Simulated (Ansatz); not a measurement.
# F2HOSSi radical: one species, many methods, part 2 of 2

Ansatz 0.2.0, Gaussian basis; functionals in def2-TZVPP, the program's frozen cores in correlated methods. The steps go on from the part before.

### Step 14. CAM-B3LYP-D4 (range-separated)

in.yaml reads:

```yaml
crystal:
  periodic: [false, false, false]
  atoms:
    - {symbol: O, position_ang: [-0.656246, 0.076057, 1.125347]}
    - {symbol: Si, position_ang: [0.329441, -0.113839, -0.139954]}
    - {symbol: F, position_ang: [1.778356, -0.197244, 0.468863]}
    - {symbol: F, position_ang: [0.085155, -1.468126, -0.917473]}
    - {symbol: S, position_ang: [0.097609, 1.437354, -1.543072]}
    - {symbol: H, position_ang: [-1.592215, 0.201798, 0.960189]}
basis:
  gaussian: {orbitals: def2-TZVPP}
magnetization: {spin_polarized: true, initial_magnetization: 1}
hamiltonian: {xc: {name: CAM-B3LYP}, dispersion: d4}
output: {orbitals: {seedname: orbitals}}
```

On the command line:

```sh
$ ansatz run in.yaml --threads 4 --pin off --events-out ev --progress --plain --max-ram 10444MiB
```

The log of the run, cut to the lines that bear on the results:

```text
Functional definition: CAM-B3LYP
  name "CAM-B3LYP"
  cite "Yanai, Tew & Handy, Chem. Phys. Lett. 393, 51 (2004) doi:10.1016/j.cplett.2004.06.011"
  cite "Iikura, Tsuneda, Yanai & Hirao, J. Chem. Phys. 115, 3540 (2001) doi:10.1063/1.1383587"
  cite "Becke, Phys. Rev. A 38, 3098 (1988) doi:10.1103/PhysRevA.38.3098"
  cite "Lee, Yang & Parr, Phys. Rev. B 37, 785 (1988) doi:10.1103/PhysRevB.37.785"
  cite "Vosko, Wilk & Nusair, Can. J. Phys. 58, 1200 (1980) doi:10.1139/p80-159"
[...]
  # Exact exchange under (alpha + beta erf(omega r))/r, Becke's under what is left of 1/r.
[...]
1109 factors; their error is unknown
213 factors; integrals over basis functions are off by at most 1.9e-5 eV
[...]
mean field -26217.80627654 eV, -963.4866095956 hartree, gradient 7.8e-6 eV, S^2 0.753995; 2 other end points of the search recorded, 0 dependent functions left out
reference -26217.80638057 eV, -963.4866134185 hartree; 29, 28 occupied and 162, 163 virtual orbitals, 1109 factors
Total energy: -26217.93810659 eV, -963.4914542603 hartree
```

Wall time 11 s (4 threads of Arm Neoverse V2, shared host); peak memory 0.9 GiB.

With the free atoms at this level, -26192.848 eV in sum, the atomisation energy is 2420.8 kJ/mol. HOMO -9.52 eV, LUMO -4.06 eV.

### Step 15. LC-ωPBE (range-separated)

Edit in.yaml of step 14 so:

```diff
@@ -12,3 +12,3 @@
 magnetization: {spin_polarized: true, initial_magnetization: 1}
-hamiltonian: {xc: {name: CAM-B3LYP}, dispersion: d4}
+hamiltonian: {xc: {name: LC-wPBE}}
 output: {orbitals: {seedname: orbitals}}
```

Launched as before.

The log of the run, cut to the lines that bear on the results:

```text
Functional definition: LC-wPBE
  name "LC-wPBE"
  cite "Vydrov & Scuseria, J. Chem. Phys. 125, 234109 (2006) doi:10.1063/1.2409292"
  cite "Heyd & Scuseria, J. Chem. Phys. 120, 7274 (2004) doi:10.1063/1.1668634"
  cite "Ernzerhof & Perdew, J. Chem. Phys. 109, 3313 (1998) doi:10.1063/1.476928"
  cite "Perdew, Burke & Ernzerhof, Phys. Rev. Lett. 77, 3865 (1996) doi:10.1103/PhysRevLett.77.3865"
  parent pbe
[...]
1094 factors; their error is unknown
302 factors; integrals over basis functions are off by at most 2.5e-5 eV
[...]
mean field -26209.20261527 eV, -963.1704308755 hartree, gradient 7.1e-6 eV, S^2 0.755403; 2 other end points of the search recorded, 0 dependent functions left out
reference -26209.20261527 eV, -963.1704308757 hartree; 29, 28 occupied and 162, 163 virtual orbitals, 1094 factors
Total energy: -26209.20261527 eV, -963.1704308757 hartree
```

It took 7 s on 4 threads of Arm Neoverse V2, shared host; peak memory 0.6 GiB.

Atomisation energy: 2406.7 kJ/mol (free atoms -26184.258 eV, run apart). HOMO -10.97 eV, LUMO -2.56 eV.

### Step 16. ωB97X-V (range-separated)

Edit in.yaml of step 15 so:

```diff
@@ -12,3 +12,3 @@
 magnetization: {spin_polarized: true, initial_magnetization: 1}
-hamiltonian: {xc: {name: LC-wPBE}}
+hamiltonian: {xc: {name: wB97X-V}}
 output: {orbitals: {seedname: orbitals}}
```

Launched as before.

The log of the run, cut to the lines that bear on the results:

```text
Functional definition: wB97X-V
  name "wB97X-V"
  cite "Mardirossian & Head-Gordon, Phys. Chem. Chem. Phys. 16, 9904 (2014) doi:10.1039/C3CP54374A"
  cite "Becke, J. Chem. Phys. 107, 8554 (1997) doi:10.1063/1.475007"
  cite "Vydrov & Van Voorhis, J. Chem. Phys. 133, 244103 (2010) doi:10.1063/1.3521275"
[...]
      + integral(e_c_pw_opposite_spin*poly(b97_u_opposite, cos0, cos1)) + vv10(b, c)
1104 factors; their error is unknown
197 factors; integrals over basis functions are off by at most 1.4e-5 eV
[...]
mean field -26213.45477200 eV, -963.3266947532 hartree, gradient 4.5e-6 eV, S^2 0.753484; 2 other end points of the search recorded, 0 dependent functions left out
reference -26213.45477058 eV, -963.3266947008 hartree; 29, 28 occupied and 162, 163 virtual orbitals, 1104 factors
Total energy: -26213.45477058 eV, -963.3266947008 hartree
```

Wall time 21 s (4 threads of Arm Neoverse V2, shared host); peak memory 1 GiB.

With the free atoms at this level, -26188.319 eV in sum, the atomisation energy is 2425.2 kJ/mol. HOMO -10.57 eV, LUMO -3.06 eV.

### Step 17. ωB97M-V (range-separated)

Edit in.yaml of step 16 so:

```diff
@@ -12,3 +12,3 @@
 magnetization: {spin_polarized: true, initial_magnetization: 1}
-hamiltonian: {xc: {name: wB97X-V}}
-output: {orbitals: {seedname: orbitals}}
+hamiltonian: {xc: {name: wB97M-V}}
+output: {forces: true, orbitals: {seedname: orbitals}}
```

Launched as before.

The log of the run, cut to the lines that bear on the results:

```text
Functional definition: wB97M-V
  name "wB97M-V"
  cite "Mardirossian & Head-Gordon, J. Chem. Phys. 144, 214110 (2016) doi:10.1063/1.4952647"
  cite "Becke, J. Chem. Phys. 107, 8554 (1997) doi:10.1063/1.475007"
  cite "Vydrov & Van Voorhis, J. Chem. Phys. 133, 244103 (2010) doi:10.1063/1.3521275"
  # Of w^i u^j: cxij and so on, Table III.
[...]
  gx(w, u) = 1 - cx + cx01*u + cx10*w
  gss(w, u) = css00 + css04*u^4 + css10*w + css20*w^2 + css43*w^4*u^3
  gos(w, u) = cos00 + cos10*w + (cos20 + cos21*u)*w^2 + (cos60 + cos61*u)*w^6
[...]
      + integral(e_c_pw_mod_opposite_spin*gos(b97_w_opposite, b97_u_opposite)) + vv10(b, c)
1104 factors; their error is unknown
197 factors; integrals over basis functions are off by at most 1.4e-5 eV
[...]
mean field -26216.24469624 eV, -963.4292225780 hartree, gradient 7.4e-6 eV, S^2 0.752420; 2 other end points of the search recorded, 0 dependent functions left out
[...]
reference -26216.24473469 eV, -963.4292239910 hartree; 29, 28 occupied and 162, 163 virtual orbitals, 1104 factors
Total energy: -26216.24473469 eV, -963.4292239910 hartree
Atom 0 at    -0.656246     0.076057     1.125347 Å, force    -0.112531     0.005533     0.049328 eV/Å
Atom 1 at     0.329441    -0.113839    -0.139954 Å, force    -0.043108     0.102482    -0.031004 eV/Å
Atom 2 at     1.778356    -0.197244     0.468863 Å, force     0.151456     0.009536     0.047765 eV/Å
Atom 3 at     0.085155    -1.468126    -0.917473 Å, force    -0.033557    -0.120833    -0.080508 eV/Å
Atom 4 at     0.097609     1.437354    -1.543072 Å, force     0.009659     0.002199    -0.011415 eV/Å
Atom 5 at    -1.592215     0.201798     0.960189 Å, force     0.028082     0.001083     0.025834 eV/Å
Dipole moment:    -0.425426     0.168543    -0.035602 e Å
```

It took 28 s on 4 threads of Arm Neoverse V2, shared host; peak memory 1.1 GiB.

Atomisation energy: 2426.4 kJ/mol (free atoms -26191.096 eV, run apart). HOMO -10.35 eV, LUMO -3.15 eV.

### Step 18. B2PLYP (double hybrid)

Edit in.yaml of step 17 so:

```diff
@@ -12,3 +12,2 @@
 magnetization: {spin_polarized: true, initial_magnetization: 1}
-hamiltonian: {xc: {name: wB97M-V}}
-output: {forces: true, orbitals: {seedname: orbitals}}
+hamiltonian: {xc: {name: B2PLYP}}
```

The command is unchanged.

The log of the run, cut to the lines that bear on the results:

```text
Functional definition: B2PLYP
  name "B2PLYP"
  cite "Grimme, J. Chem. Phys. 124, 034108 (2006) doi:10.1063/1.2148954"
  cite "Becke, Phys. Rev. A 38, 3098 (1988) doi:10.1103/PhysRevA.38.3098"
  cite "Lee, Yang & Parr, Phys. Rev. B 37, 785 (1988) doi:10.1103/PhysRevB.37.785"
[...]
1187 factors; integrals over basis functions are off by at most 7.5e-4 eV
[...]
mean field -26199.70596789 eV, -962.8214355215 hartree, gradient 6.8e-6 eV, S^2 0.756435; 2 other end points of the search recorded, 0 dependent functions left out
13 core orbitals not correlated: weight in the atoms' cores, before any rotation towards them, 1.000 or more for the frozen orbitals, at most 0.000 for the correlated occupied ones
reference -26199.70610072 eV, -962.8214404027 hartree; 16, 15 occupied and 162, 163 virtual orbitals, 1187 factors
second order -32.04639601 eV of doubles, -0.00000000 eV of singles
Total energy: -26208.35862764 eV, -963.1394149022 hartree
```

It took 11 s on 4 threads of Arm Neoverse V2, shared host; peak memory 0.61 GiB.

Atomisation energy: 2384.0 kJ/mol (free atoms -26183.650 eV, run apart).

### Step 19. PBE-QIDH (double hybrid)

Edit in.yaml of step 18 so:

```diff
@@ -12,2 +12,2 @@
 magnetization: {spin_polarized: true, initial_magnetization: 1}
-hamiltonian: {xc: {name: B2PLYP}}
+hamiltonian: {xc: {name: PBE-QIDH}}
```

Same command.

The log of the run, cut to the lines that bear on the results:

```text
Functional definition: PBE-QIDH
  name "PBE-QIDH"
  cite "Brémond, Sancho-García, Pérez-Jiménez & Adamo, J. Chem. Phys. 141, 031101 (2014) doi:10.1063/1.4890314"
  cite "Perdew, Burke & Ernzerhof, Phys. Rev. Lett. 77, 3865 (1996) doi:10.1103/PhysRevLett.77.3865"
[...]
1187 factors; integrals over basis functions are off by at most 7.5e-4 eV
[...]
mean field -26189.20407013 eV, -962.4354978973 hartree, gradient 1.7e-6 eV, S^2 0.758440; 2 other end points of the search recorded, 0 dependent functions left out
13 core orbitals not correlated: weight in the atoms' cores, before any rotation towards them, 1.000 or more for the frozen orbitals, at most 0.000 for the correlated occupied ones
reference -26189.20407923 eV, -962.4354982316 hartree; 16, 15 occupied and 162, 163 virtual orbitals, 1187 factors
second order -29.87494437 eV of doubles, -0.00000000 eV of singles
Total energy: -26199.16239402 eV, -962.8014595502 hartree
```

Wall time 10 s (4 threads of Arm Neoverse V2, shared host); peak memory 0.57 GiB.

With the free atoms at this level, -26174.438 eV in sum, the atomisation energy is 2385.6 kJ/mol.

### Step 20. Orbital energies across the functionals

Dipoles come from the runs that computed forces. Levels, from each run's orbital file (highest filled and lowest empty over both spins):

```tsv
functional	HOMO (eV)	LUMO (eV)	gap (eV)	dipole (D)
LDA (SPW92)	-6.90	-6.80	0.10	
PBE-D4	-6.79	-6.30	0.49	2.13
revPBE-D4	-6.73	-6.17	0.57	
BLYP-D4	-6.63	-6.25	0.38	
r2SCAN-D4	-7.12	-5.94	1.18	2.16
B97M-V	-7.16	-6.12	1.04	
PBE0-D4	-8.14	-5.18	2.96	
B3LYP-D4	-7.88	-5.57	2.31	2.21
r2SCANh-D4	-7.62	-5.53	2.08	
r2SCAN0-D4	-8.35	-4.91	3.43	
HSE06-D4	-7.73	-5.58	2.16	
BHLYP-D4	-9.32	-4.06	5.26	
CAM-B3LYP-D4	-9.52	-4.06	5.46	
LC-ωPBE	-10.97	-2.56	8.42	
ωB97X-V	-10.57	-3.06	7.51	
ωB97M-V	-10.35	-3.15	7.20	2.20
```

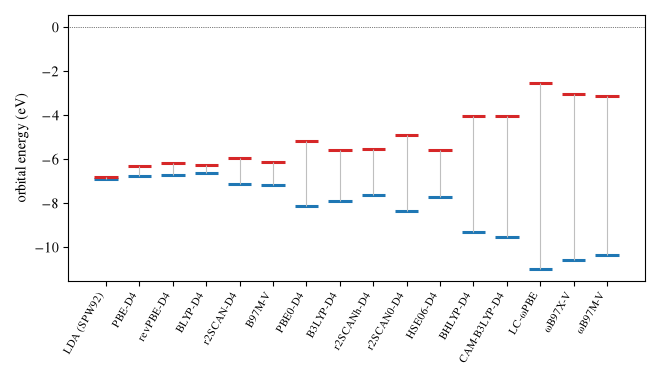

Highest occupied (blue) and lowest empty (red) level by functional.

### Step 21. CCSD(T) in def2-SVP

Edit in.yaml of step 19 so:

```diff
@@ -10,4 +10,5 @@
 basis:
-  gaussian: {orbitals: def2-TZVPP}
+  gaussian: {orbitals: def2-SVP}
 magnetization: {spin_polarized: true, initial_magnetization: 1}
-hamiltonian: {xc: {name: PBE-QIDH}}
+correlation: {method: ccsd_t}
+scf: {omitted_lower_state_checks: [cluster_reference]}
```

Launched as before.

The log of the run, cut to the lines that bear on the results:

```text
Functional definition: HF
  name "HF"
  cite "Fock, Z. Phys. 61, 126 (1930) doi:10.1007/BF01340294"
  parent pbe
[...]
761 factors; integrals over basis functions are off by at most 9.2e-4 eV
[...]
mean field -26137.45728807 eV, -960.5338387316 hartree, gradient 2.2e-6 eV, S^2 0.757558; 4 other end points of the search recorded, 0 dependent functions left out
13 core orbitals not correlated: weight in the atoms' cores, before any rotation towards them, 1.000 or more for the frozen orbitals, at most 0.000 for the correlated occupied ones
reference -26137.45728807 eV, -960.5338387316 hartree; 16, 15 occupied and 54, 55 virtual orbitals, 761 factors
second order -20.14332003 eV of doubles, -0.00000000 eV of singles
cycle   1  -20.34584037 eV  change   -2.0e-1 eV  update   9.6e-2
[...]
cycle  17  -20.85344384 eV  change    4.9e-6 eV  update   3.1e-5
perturbative correction -0.37505653 eV, -0.0137830734 hartree
Total energy: -26158.68578844 eV, -961.3139717311 hartree
Checks for a lower state left out: cluster_reference
```

Run time: 8.5 s. Hardware: 4 threads of Arm Neoverse V2, shared host; peak memory 0.5 GiB.

### Step 22. CCSD(T) in def2-TZVPP

Edit in.yaml of step 21 so:

```diff
@@ -10,3 +10,3 @@
 basis:
-  gaussian: {orbitals: def2-SVP}
+  gaussian: {orbitals: def2-TZVPP}
 magnetization: {spin_polarized: true, initial_magnetization: 1}
@@ -14 +14,2 @@
 scf: {omitted_lower_state_checks: [cluster_reference]}
+output: {orbitals: {seedname: orbitals}}
```

Launched as before.

The log of the run, cut to the lines that bear on the results:

```text
Functional definition: HF
  name "HF"
  cite "Fock, Z. Phys. 61, 126 (1930) doi:10.1007/BF01340294"
  parent pbe
[...]
1187 factors; integrals over basis functions are off by at most 7.5e-4 eV
[...]
mean field -26154.28624016 eV, -961.1522913139 hartree, gradient 2.0e-6 eV, S^2 0.762423; 4 other end points of the search recorded, 0 dependent functions left out
13 core orbitals not correlated: weight in the atoms' cores, before any rotation towards them, 1.000 or more for the frozen orbitals, at most 0.000 for the correlated occupied ones
reference -26154.28624016 eV, -961.1522913139 hartree; 16, 15 occupied and 162, 163 virtual orbitals, 1187 factors
second order -26.78902455 eV of doubles, -0.00000000 eV of singles
cycle   1  -26.77446632 eV  change    1.5e-2 eV  update   1.0e-1
[...]
cycle  19  -27.43392794 eV  change   -3.9e-6 eV  update   7.9e-6
perturbative correction -0.91190104 eV, -0.0335117451 hartree
Total energy: -26182.63206914 eV, -962.1939813154 hartree
Checks for a lower state left out: cluster_reference
```

Wall time 4.2 min (4 threads of Arm Neoverse V2, shared host); peak memory 5.7 GiB.

### Step 23. MP2 in def2-QZVPP

Edit in.yaml of step 22 so:

```diff
@@ -10,6 +10,5 @@
 basis:
-  gaussian: {orbitals: def2-TZVPP}
+  gaussian: {orbitals: "def2-QZVPP.json"}
 magnetization: {spin_polarized: true, initial_magnetization: 1}
-correlation: {method: ccsd_t}
+correlation: {method: mp2}
 scf: {omitted_lower_state_checks: [cluster_reference]}
-output: {orbitals: {seedname: orbitals}}
```

Same command.

The log of the run, cut to the lines that bear on the results:

```text
Functional definition: HF
  name "HF"
  cite "Fock, Z. Phys. 61, 126 (1930) doi:10.1007/BF01340294"
  parent pbe
[...]
2095 factors; integrals over basis functions are off by at most 8.8e-4 eV
[...]
mean field -26155.21870505 eV, -961.1865587667 hartree, gradient 1.9e-6 eV, S^2 0.763170; 4 other end points of the search recorded, 0 dependent functions left out
13 core orbitals not correlated: weight in the atoms' cores, before any rotation towards them, 1.000 or more for the frozen orbitals, at most 0.000 for the correlated occupied ones
reference -26155.21870505 eV, -961.1865587667 hartree; 16, 15 occupied and 312, 313 virtual orbitals, 2095 factors
second order -29.30930833 eV of doubles, -0.00000000 eV of singles
Total energy: -26184.52801338 eV, -962.2636559813 hartree
Checks for a lower state left out: cluster_reference
```

Run time: 38 s. Hardware: 4 threads of Arm Neoverse V2, shared host; peak memory 1.5 GiB.

The pieces so far (eV):

```tsv
basis	HF	MP2 correlation	CCSD correlation	(T)	total
def2-SVP	-26137.4573	-20.1433	-20.8534	-0.3751	-26158.6858
def2-TZVPP	-26154.2862	-26.7890	-27.4339	-0.9119	-26182.6321
def2-QZVPP	-26155.2187	-29.3093			-26184.5280 (MP2)
```

The report of the def2-TZVPP run gives T1 = 0.0131.

### Step 24. The basis-set limit

This step is arithmetic on the last runs, with X = 3 and 4: exp(−7.88√X) for Hartree-Fock, X^−2.97 for correlation; only MP2 was run in the larger set, so CCSD(T) minus MP2 is added from the smaller one.

```tsv
level	energy at the limit (eV)
HF	-26155.3471
MP2	-26186.5233
CCSD	-26187.1682
CCSD(T)	-26188.0801
```

### Step 25. RPA on PBE orbitals

Edit in.yaml of step 23 so:

```diff
@@ -10,5 +10,5 @@
 basis:
-  gaussian: {orbitals: "def2-QZVPP.json"}
+  gaussian: {orbitals: def2-TZVPP}
 magnetization: {spin_polarized: true, initial_magnetization: 1}
-correlation: {method: mp2}
-scf: {omitted_lower_state_checks: [cluster_reference]}
+hamiltonian: {xc: pbe}
+correlation: {method: rpa}
```

Launched as before.

The log of the run, cut to the lines that bear on the results:

```text
Functional definition: PBE
  name "PBE"
  cite "Perdew, Burke & Ernzerhof, Phys. Rev. Lett. 77, 3865 (1996) doi:10.1103/PhysRevLett.77.3865"
  parent pbe
[...]
1187 factors; integrals over basis functions are off by at most 7.5e-4 eV
[...]
mean field -26202.91354965 eV, -962.9393119769 hartree, gradient 5.8e-6 eV, S^2 0.753593; 4 other end points of the search recorded, 0 dependent functions left out
13 core orbitals not correlated: weight in the atoms' cores, before any rotation towards them, 1.000 or more for the frozen orbitals, at most 0.000 for the correlated occupied ones
reference -26152.36115370 eV, -961.0815456915 hartree; 16, 15 occupied and 162, 163 virtual orbitals, 1187 factors
Total energy: -26193.89812251 eV, -962.6080011404 hartree
```

It took 9 s on 4 threads of Arm Neoverse V2, shared host; peak memory 0.53 GiB.

RPA correlation: -41.537 eV. No RPA run of the hydrogen atom was made, so RPA has no atomisation energy below.

### Step 26. The ladder

Atomisation energy = energies of 1 O, 1 Si, 2 F, 1 S, 1 H (separate runs, same level) minus the molecule's; electronic only, no spin-orbit term.

Differences are taken before rounding.

```tsv
method	rung	atoms, summed (eV)	atomisation energy (kJ/mol)	from CCSD(T)/CBS (kJ/mol)	time
LDA (SPW92)	LDA	-26072.127	2811.4	+377.9	2.9 s
PBE-D4	GGA	-26177.593	2458.0	+24.4	8 s
revPBE-D4	GGA	-26188.294	2375.2	-58.4	6.5 s
BLYP-D4	GGA	-26193.627	2407.4	-26.1	6.5 s
r2SCAN-D4	meta-GGA	-26189.294	2435.0	+1.4	17 s
B97M-V	meta-GGA	-26186.422	2429.7	-3.8	27 s
PBE0-D4	hybrid	-26179.944	2385.5	-48.1	9.5 s
B3LYP-D4	hybrid	-26195.400	2389.2	-44.4	13 s
r2SCANh-D4	hybrid	-26189.097	2405.7	-27.9	18 s
r2SCAN0-D4	hybrid	-26188.818	2363.7	-69.9	19 s
HSE06-D4	hybrid	-26179.244	2387.4	-46.2	9.5 s
BHLYP-D4	hybrid	-26192.674	2295.1	-138.4	10 s
CAM-B3LYP-D4	range-separated	-26192.848	2420.8	-12.8	11 s
LC-ωPBE	range-separated	-26184.258	2406.7	-26.8	7 s
ωB97X-V	range-separated	-26188.319	2425.2	-8.3	21 s
ωB97M-V	range-separated	-26191.096	2426.4	-7.1	28 s
B2PLYP	double hybrid	-26183.650	2384.0	-49.6	11 s
PBE-QIDH	double hybrid	-26174.438	2385.6	-48.0	10 s
HF/def2-TZVPP	wavefunction	-26136.315	1733.9	-699.6	
MP2/def2-TZVPP	wavefunction	-26155.630	2455.1	+21.5	
CCSD/def2-TZVPP	wavefunction	-26157.875	2300.7	-132.8	
CCSD(T)/def2-SVP	wavefunction	-26136.255	2164.3	-269.3	8.5 s
CCSD(T)/def2-TZVPP	wavefunction	-26158.336	2344.2	-89.3	4.2 min
MP2/CBS	wavefunction	-26160.153	2544.4	+110.8	
CCSD(T)/CBS	wavefunction	-26162.858	2433.6	0	4.8 min
```

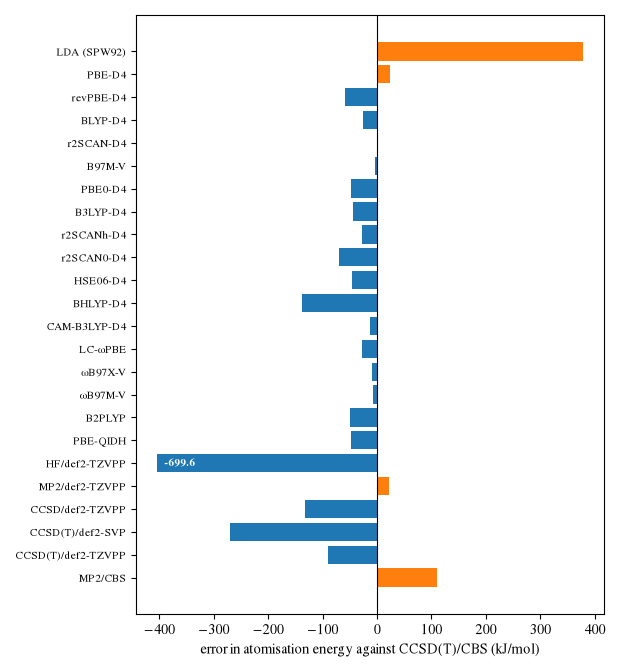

How far each level lands from CCSD(T)/CBS. Bars with a number in them are cut short.

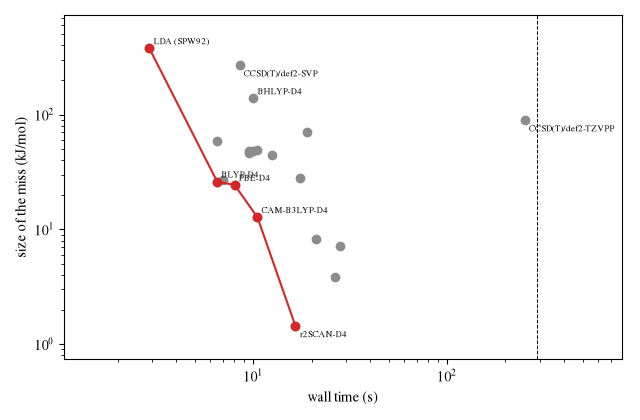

Miss against cost. Red marks the levels that no quicker level drawn beats (of those quicker than the yardstick), and the dashed line is the time of CCSD(T)/CBS. Only those levels and the largest misses are named. Times are from a shared host.

LDA (SPW92), LC-ωPBE, B2PLYP, PBE-QIDH carry no dispersion term (for B3LYP, D4 adds 24.4 kJ/mol).

Times are those of the molecule's run; HF, MP2 and CCSD come out of the CCSD(T) runs, and the limit's time is the sum of the runs that it needs.

### Step 27. Results

What follows sums up all 2 parts.

| quantity | value |
| --- | --- |
| atomisation energy, CCSD(T)/CBS | 2433.6 kJ/mol |
| functionals within 12.2 kJ/mol (0.5 %) | r2SCAN-D4, B97M-V, ωB97X-V, ωB97M-V |
| farthest beyond LDA | BHLYP-D4 (-138.4 kJ/mol) |
| mean size of error, GGA | 36.3 kJ/mol |
| mean size of error, meta-GGA | 2.6 kJ/mol |
| mean size of error, hybrid | 62.5 kJ/mol |
| mean size of error, range-separated | 13.8 kJ/mol |
| mean size of error, double hybrid | 48.8 kJ/mol |
| gap, smallest and largest | 0.10 eV (LDA (SPW92)), 8.42 eV (LC-ωPBE) |
| T1 diagnostic | 0.0131 |
| triples share of the correlation energy | 3.2 % |

In words: LDA overbinds by 377.9 kJ/mol (16 %). PBE-D4 is off by +24.4 kJ/mol. Double hybrids carry the basis error of their MP2 part in triple zeta, and no dispersion term here, so their miss is partly the set-up's. By mean error the best rung here is meta-GGA (2.6 kJ/mol) and the worst beyond LDA is hybrid (62.5 kJ/mol). The mean of the hybrids holds BHLYP, with half exact exchange. Misses under about 12.2 kJ/mol are within the doubt on the reference itself, which lacks core-valence correlation, relativity and higher excitations. Hartree-Fock recovers 71 % of the binding; the rest is correlation. CCSD(T) in def2-SVP is off by -269.3 kJ/mol, which most functionals beat. Orbital gaps span 0.1 to 8.4 eV; exact exchange widens them.

r2SCAN-D4 reaches 1.4 kJ/mol from the reference in 17 s, where CCSD(T)/CBS took 4.8 min; the quickest level in the cost chart, LDA (SPW92), takes 2.9 s and misses by 377.9 kJ/mol.
